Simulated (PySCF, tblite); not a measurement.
**C6H7ClOSi: geometry, infrared bands and NMR shifts**

Wanted: the infrared bands and NMR shifts of C6H7ClOSi (`[SiH3]OC1=CC=C/C1=C\Cl`), by calculation.

Programs: tblite 0.8.0 and PySCF 2.14.0, with density-fitted response routines of our own. Each step states its level of theory. These are calculated values for one molecule in the gas phase, unless marked as measured. Atoms count from 0, in the outputs and in this text.

## 1. Starting geometry

16 atoms, charge 0, multiplicity 1; geometry from: force field or distance geometry start.

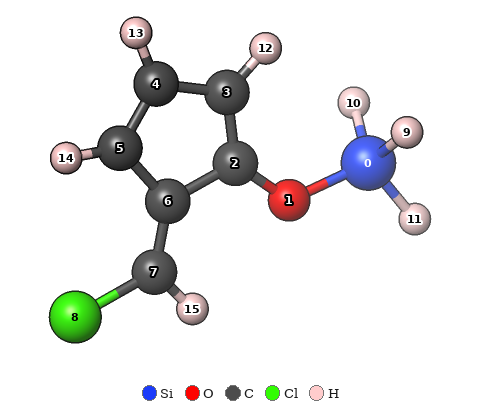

As it starts; silicon blue, oxygen red, carbon dark grey, chlorine green, hydrogen pink, atoms numbered.

## 2. Optimising the geometry with GFN2-xTB

Job settings and geometry (Å):

```
{"job": {"kind": "relax", "xc": "GFN2-xTB", "basis": "xTB"}, "charge": 0, "multiplicity": 1}
Si     2.817300     0.238500     0.189600
O      1.371100    -0.528100    -0.130000
C      0.161900     0.045500     0.023900
C     -0.248700     1.285200     0.397500
C     -1.699700     1.334300     0.374000
C     -2.192800     0.152600    -0.042400
C     -1.049800    -0.716800    -0.283100
C     -1.071800    -1.984900    -0.691300
Cl    -2.493200    -2.888000    -1.044300
H      2.849400     0.682000     1.612300
H      2.943000     1.431100    -0.687400
H      3.937800    -0.685800    -0.064300
H      0.359200     2.115200     0.714100
H     -2.272800     2.208100     0.625900
H     -3.229800    -0.098100    -0.164700
H     -0.188700    -2.581800    -0.841300
```

Run with:

```bash
> OMP_NUM_THREADS=1 python probes_run.py task.json out
```

The driver reads the jobs from task.json and runs them one after another.

The log of the run:

```text
step      E/eV     max force
  0    -728.24663    1.034
  1    -728.28759    0.697
  2    -728.32300    0.406
  3    -728.33371    0.361
  4    -728.34475    0.330
  5    -728.35406    0.298
  6    -728.36522    0.337
  7    -728.37360    0.344
  8    -728.37968    0.217
  9    -728.38400    0.145
 10    -728.38719    0.134
 11    -728.38955    0.129
 12    -728.39097    0.086
 13    -728.39209    0.098
 14    -728.39327    0.085
 15    -728.39432    0.079
 16    -728.39496    0.056
 17    -728.39534    0.045
 18    -728.39569    0.052
 19    -728.39615    0.060
 20    -728.39669    0.066
 21    -728.39720    0.056
 22    -728.39767    0.058
 23    -728.39822    0.057
 24    -728.39904    0.106
 25    -728.40028    0.141
 26    -728.40177    0.134
 27    -728.40308    0.084
 28    -728.40392    0.064
 29    -728.40439    0.050
 30    -728.40463    0.044
 31    -728.40476    0.027
 32    -728.40490    0.039
 33    -728.40509    0.047
 34    -728.40531    0.043
 35    -728.40546    0.031
 36    -728.40552    0.013
 37    -728.40554    0.014
 38    -728.40556    0.012
 39    -728.40558    0.009
```

It took 0.3 s on 1 thread of Arm Neoverse V2, shared host; peak memory 0.18 GiB.

Along the way: (not every step is listed)

| step | energy from step 0 (eV) | largest force (eV/Å) |
| --- | --- | --- |
| 0 | 0.0000 | 1.0339 |
| 1 | -0.0410 | 0.6973 |
| 2 | -0.0764 | 0.4060 |
| 3 | -0.0871 | 0.3614 |
| 4 | -0.0981 | 0.3296 |
| 5 | -0.1074 | 0.2983 |
| 6 | -0.1186 | 0.3365 |
| 7 | -0.1270 | 0.3436 |
| 8 | -0.1331 | 0.2166 |
| 10 | -0.1406 | 0.1345 |
| 12 | -0.1443 | 0.0855 |
| 14 | -0.1466 | 0.0849 |
| 16 | -0.1483 | 0.0561 |
| 18 | -0.1491 | 0.0524 |
| 20 | -0.1501 | 0.0657 |
| 22 | -0.1510 | 0.0578 |
| 24 | -0.1524 | 0.1059 |
| 26 | -0.1551 | 0.1341 |
| 28 | -0.1573 | 0.0638 |
| 30 | -0.1580 | 0.0436 |
| 32 | -0.1583 | 0.0388 |
| 34 | -0.1587 | 0.0427 |
| 35 | -0.1588 | 0.0306 |
| 36 | -0.1589 | 0.0134 |
| 37 | -0.1589 | 0.0136 |
| 38 | -0.1589 | 0.0116 |
| 39 | -0.1590 | 0.0088 |

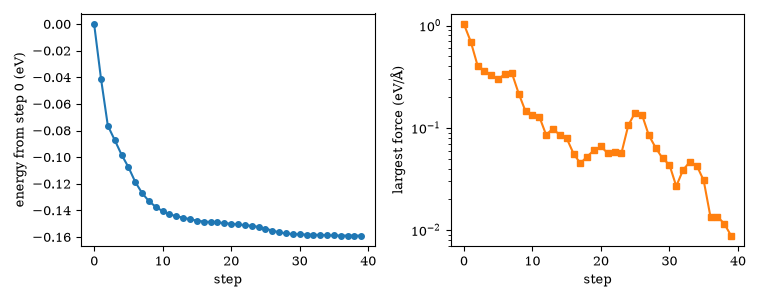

Energy and largest force along the relaxation.

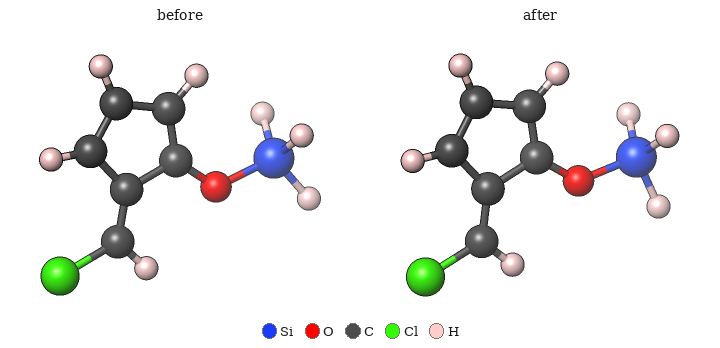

Before and after, at one scale.

Distances of close pairs at the start and the end, largest changes first:

| bond | before (Å) | after (Å) | change (Å) |
| --- | --- | --- | --- |
| Si0–O1 | 1.668 | 1.631 | -0.037 |
| Si0–H9 | 1.491 | 1.464 | -0.027 |
| Si0–H10 | 1.486 | 1.464 | -0.022 |
| Si0–H11 | 1.475 | 1.454 | -0.020 |
| C7–Cl8 | 1.721 | 1.701 | -0.020 |
| C2–C6 | 1.464 | 1.477 | +0.013 |
| C2–C3 | 1.358 | 1.348 | -0.010 |
| O1–C2 | 1.347 | 1.337 | -0.010 |

The end geometry stands in the next job.

## 3. Harmonic vibrations with GFN2-xTB

Job settings and geometry (Å):

```
{"job": {"kind": "ir", "xc": "GFN2-xTB", "basis": "xTB"}, "charge": 0, "multiplicity": 1}
Si     2.833088     0.248608     0.195854
O      1.361950    -0.401767    -0.075501
C      0.127327     0.099524     0.037359
C     -0.291140     1.323212     0.418790
C     -1.741301     1.348023     0.367608
C     -2.204915     0.150848    -0.039822
C     -1.063031    -0.716790    -0.276884
C     -1.011343    -1.987656    -0.690658
Cl    -2.387981    -2.920170    -1.049942
H      2.966569     0.664187     1.592922
H      3.054929     1.404090    -0.674484
H      3.644656    -0.907447    -0.150048
H      0.330298     2.148238     0.712398
H     -2.329648     2.210253     0.623824
H     -3.225014    -0.148944    -0.179111
H     -0.072043    -2.505263    -0.823715
```

The log of the run:

```text
mode    cm-1     km/mol
  1      54.5      0.64
  2      85.1      0.04
  3     117.6      0.24
  4     128.0      0.01
  5     149.1      0.27
  6     216.4      3.94
  7     248.0      0.18
  8     346.6      0.70
  9     464.2      2.56
 10     535.3      6.75
 11     538.2      0.65
 12     597.3     67.68
 13     631.0     17.17
 14     654.0     64.82
 15     728.6     33.30
 16     748.2    184.38
 17     774.2     43.25
 18     783.8    119.62
 19     800.8    219.04
 20     803.6      8.52
 21     818.9    215.58
 22     819.4     20.53
 23     828.8    217.33
 24     859.9      0.32
 25     929.6     93.16
 26    1037.2     52.48
 27    1072.0     27.95
 28    1117.9     21.78
 29    1193.1     22.19
 30    1246.4     27.14
 31    1289.8    304.79
 32    1313.8     25.52
 33    1545.4     81.93
 34    1627.6    192.67
 35    1644.9    146.05
 36    2241.6    382.61
 37    2268.2    182.84
 38    2344.4    221.07
 39    3062.4      4.89
 40    3134.9     22.86
 41    3148.0     45.09
 42    3164.4     15.79
```

Run time: 0.6 s. Hardware: 1 thread of Arm Neoverse V2, shared host; peak memory 0.18 GiB.

Which atoms move in the most intense modes:

| cm⁻¹ | km/mol | atoms |
| --- | --- | --- |
| 748 | 184.4 | H11 59 %, H10 17 %, H9 17 % |
| 801 | 219.0 | H9 34 %, H10 33 %, H11 25 % |
| 819 | 215.6 | H9 31 %, H10 30 % |
| 829 | 217.3 | C7 23 %, Si0 15 % |
| 1290 | 304.8 | C2 53 %, C6 19 %, O1 12 % |
| 1628 | 192.7 | C2 35 %, C3 26 %, C6 16 % |
| 2242 | 382.6 | H9 51 %, H10 45 % |
| 2344 | 221.1 | H11 97 % |

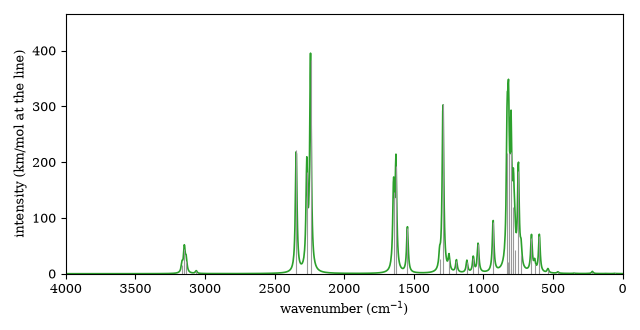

The infrared spectrum from these modes, unscaled. Lines are broadened to a width of 14 cm⁻¹ (Lorentzian).

## 4. Nuclear shieldings: PBE0/pcSseg-1

The job, as its differences from that of step 3:

```diff
@@ -1,2 +1,2 @@
-{"job": {"kind": "ir", "xc": "GFN2-xTB", "basis": "xTB"}, "charge": 0, "multiplicity": 1}
+{"job": {"kind": "nmr", "xc": "PBE0", "basis": "pcSseg-1"}, "charge": 0, "multiplicity": 1}
 Si     2.833088     0.248608     0.195854
```

With the program's defaults for keys left out, this is: GIAO PBE0/pcSseg-1 NMR shielding, non-relativistic, gas phase.

The log of the run:

```text
coarse grid: 15192 points
cycle   1  E = -1056.8769578846  dE =  1.635e+00  |g| = 6.728e-01  |ddm| = 4.062e+00
cycle   2  E = -1056.7535361392  dE =  1.234e-01  |g| = 1.011e+00  |ddm| = 1.596e+00
cycle   3  E = -1056.9665918399  dE = -2.131e-01  |g| = 1.334e-01  |ddm| = 1.073e+00
cycle   4  E = -1056.9701843413  dE = -3.593e-03  |g| = 7.321e-02  |ddm| = 1.825e-01
cycle   5  E = -1056.9714588841  dE = -1.275e-03  |g| = 1.877e-02  |ddm| = 7.634e-02
cycle   6  E = -1056.9715268900  dE = -6.801e-05  |g| = 6.906e-03  |ddm| = 2.109e-02
cycle   7  E = -1056.9715380848  dE = -1.119e-05  |g| = 2.029e-03  |ddm| = 8.413e-03
cycle   8  E = -1056.9715390783  dE = -9.935e-07  |g| = 5.289e-04  |ddm| = 2.562e-03
final grid: 139736 points
cycle   9  E = -1057.0336658764  dE = -2.944e-05  |g| = 9.800e-03  |ddm| = 3.695e-02
cycle  10  E = -1057.0336432409  dE =  2.264e-05  |g| = 1.451e-02  |ddm| = 2.188e-02
cycle  11  E = -1057.0336847912  dE = -4.155e-05  |g| = 1.885e-03  |ddm| = 1.412e-02
cycle  12  E = -1057.0336855000  dE = -7.088e-07  |g| = 6.298e-04  |ddm| = 2.308e-03
cycle  13  E = -1057.0336855945  dE = -9.453e-08  |g| = 1.601e-04  |ddm| = 7.769e-04
cycle  14  E = -1057.0336856005  dE = -5.980e-09  |g| = 5.195e-05  |ddm| = 1.861e-04
cycle  15  E = -1057.0336856011  dE = -6.521e-10  |g| = 1.990e-05  |ddm| = 7.364e-05
converged SCF energy = -1057.0336856011

GIAO shielding tensors (ppm)
atom      isotropic    diamagn.    paramagn.     s11        s22        s33       span
  0 Si     387.642     880.214    -492.572    347.720    350.383    464.823    117.103
  1 O      256.092     399.101    -143.010    156.823    246.856    364.595    207.772
  2 C       27.600     249.734    -222.134    -64.150     56.660     90.289    154.439
  3 C       78.985     257.172    -178.187      7.753     83.538    145.663    137.910
  4 C       46.822     253.427    -206.605    -57.664     47.157    150.972    208.636
  5 C       71.912     247.184    -175.272    -28.915     89.570    155.080    183.994
  6 C       38.004     259.349    -221.345    -60.640     44.043    130.609    191.249
  7 C       44.986     245.575    -200.589    -37.617     43.170    129.404    167.021
  8 Cl     722.775    1145.081    -422.306    479.425    820.968    867.931    388.506
  9 H       26.610      29.393      -2.783     23.685     24.785     31.359      7.674
 10 H       26.612      29.401      -2.789     23.687     24.791     31.359      7.672
 11 H       26.767      29.253      -2.486     22.664     25.798     31.838      9.174
 12 H       26.422      33.477      -7.055     24.365     25.351     29.550      5.185
 13 H       25.246      30.305      -5.059     24.315     24.367     27.057      2.742
 14 H       25.574      31.067      -5.493     22.863     25.036     28.823      5.960
 15 H       24.580      29.877      -5.297     19.268     24.338     30.133     10.865
```

It took 36 s on 1 thread of Arm Neoverse V2, shared host; peak memory 0.9 GiB.

The references, computed at this level on geometries of the same kind, shield at (ppm): ¹H TMS 31.72, ¹³C TMS 186.9, ²⁹Si TMS 349.2, ¹⁷O H2O 336.1, ³⁵Cl HCl 950. Their shielding less the atom's gives the shift. The references are single molecules in the gas phase, so shifts against H2O, NH3, PH3, H3PO4 or CFCl3 are not on the usual liquid scales and can be off by tens of ppm. Atoms listed in one row are averaged.

| atoms | environment | σ (ppm) | δ (ppm) | δ scaled to CDCl3 |
| --- | --- | --- | --- | --- |
| C2 | alkene carbon bearing oxygen | 27.6 | 159.3 | 153.6 |
| C6 | fully substituted alkene carbon | 38.0 | 148.9 | 143.4 |
| C7 | alkene CH | 45.0 | 141.9 | 136.6 |
| C4 | alkene CH | 46.8 | 140.1 | 134.8 |
| C5 | alkene CH | 71.9 | 115.0 | 110.3 |
| C3 | β carbon of an enol-ether or enamine type C=C | 79.0 | 107.9 | 103.4 |
| H15 | hydrogen on an alkene CH | 24.58 | 7.14 | 6.83 |
| H13 | hydrogen on an alkene CH | 25.25 | 6.47 | 6.21 |
| H14 | hydrogen on an alkene CH | 25.57 | 6.14 | 5.90 |
| H12 | hydrogen on a β carbon of an enol-ether or enamine type C=C | 26.42 | 5.30 | 5.10 |
| H9, H10, H11 | hydrogen on a silicon bonded to O | 26.66 | 5.05 | – |
| Si0 | silicon bonded to O, 3 H | 387.6 | -38.5 | – |
| O1 | oxygen bonded to C, Si | 256.1 | 80.0 | – |
| Cl8 | chlorine bonded to C | 723 | 227 | – |

The scaled column applies a straight-line fit of computed shieldings to shifts measured in CDCl3, with any fitted terms for Cl, Br or S neighbours (root-mean-square error 0.16 ppm for H, 1.9 ppm for C).

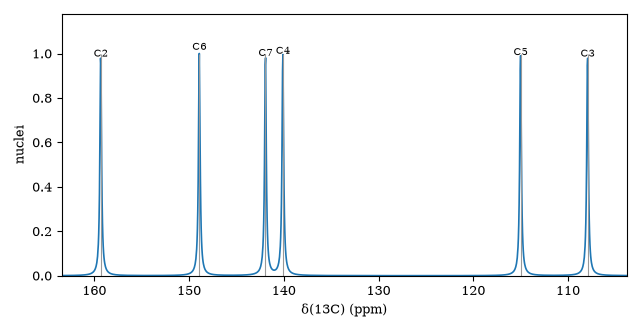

¹³C lines at the computed shifts, without couplings. Lines are broadened to a width of 0.21 ppm (Lorentzian).

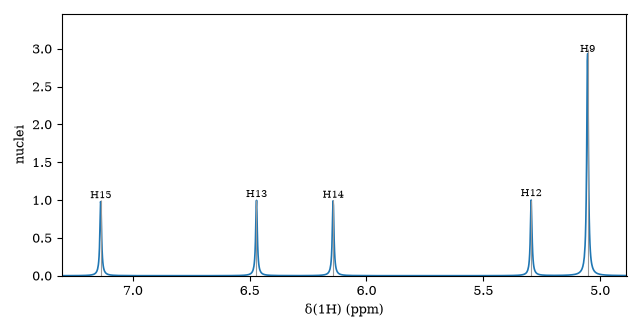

¹H lines at the computed shifts, without couplings. Lines are broadened to a width of 0.01 ppm (Lorentzian).

The run also stored atomic charges by several schemes (e):

| atoms | Mulliken | IAO | Hirshfeld | ESP fit |
| --- | --- | --- | --- | --- |
| Si0 | 0.68 | 0.88 | 0.40 | 0.59 |
| O1 | -0.63 | -0.57 | -0.19 | -0.37 |
| C2 | 0.32 | 0.19 | 0.07 | 0.14 |
| C3 | -0.13 | -0.26 | -0.10 | -0.32 |
| C4 | -0.05 | -0.14 | -0.05 | -0.07 |
| C5 | -0.02 | -0.21 | -0.09 | -0.47 |
| C6 | -0.24 | -0.02 | -0.03 | 0.34 |
| C7 | 0.02 | -0.13 | 0.00 | -0.29 |
| Cl8 | -0.05 | 0.02 | 0.01 | -0.01 |

ESP fit charges:

Si0 0.59; O1 -0.37; C2 0.14; C3 -0.32; C4 -0.07; C5 -0.47; C6 0.34; C7 -0.29; Cl8 -0.01; H9 -0.11; H10 -0.11; H11 -0.10; H12 0.18; H13 0.16; H14 0.22; H15 0.21

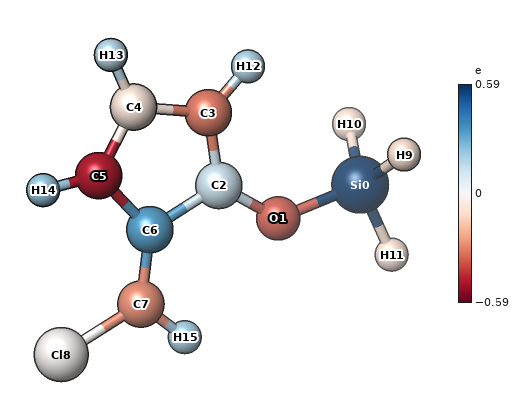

ESP fit charges, as colours on the atoms.

Mayer bond orders: Si0–O1 0.91, O1–C2 0.96, C2–C3 1.69, C3–C4 1.10, C4–C5 1.71, C5–C6 1.09, C6–C7 1.67, C7–Cl8 1.09, C6–C2 1.05.

Ring of atoms C2, C3, C4, C5, C6: NICS(0) 1.1, NICS(1) -1.5, NICS(1)zz 3.3 ppm (means of both faces).

## 5. Summary of results

| quantity | value |
| --- | --- |
| strongest single infrared mode (GFN2-xTB) | 2242 cm⁻¹, 383 km/mol |
| zero-point energy (GFN2-xTB) | 65.9 kcal/mol |
| ¹³C shifts against TMS (PBE0/pcSseg-1) | 159.3, 148.9, 141.9, 140.1, 115.0, 107.9 ppm |
| ¹H shifts against TMS (PBE0/pcSseg-1, means over atoms taken as alike) | 7.14, 6.47, 6.14, 5.30, 5.05 ppm |
| ²⁹Si shifts against TMS (PBE0/pcSseg-1) | -38.5 ppm |
| ¹⁷O shifts against H2O (PBE0/pcSseg-1) | 80.0 ppm |
| ³⁵Cl shifts against HCl (PBE0/pcSseg-1) | 227 ppm |

**Reading.** Relaxing lowered the energy by 0.159 eV in 39 steps; the close pair that moved most is Si0–O1, from 1.668 to 1.631 Å. No mode is imaginary among the 42: a minimum at this level. The strongest single mode, at 2242 cm⁻¹, moves mainly H9 and H10. Unscaled tight-binding wavenumbers are off by several per cent, some by more. Its intensities can rank the bands wrongly. At PBE0/pcSseg-1: The widest tensor belongs to Cl8: span 389 ppm, with a paramagnetic part of -422 ppm.
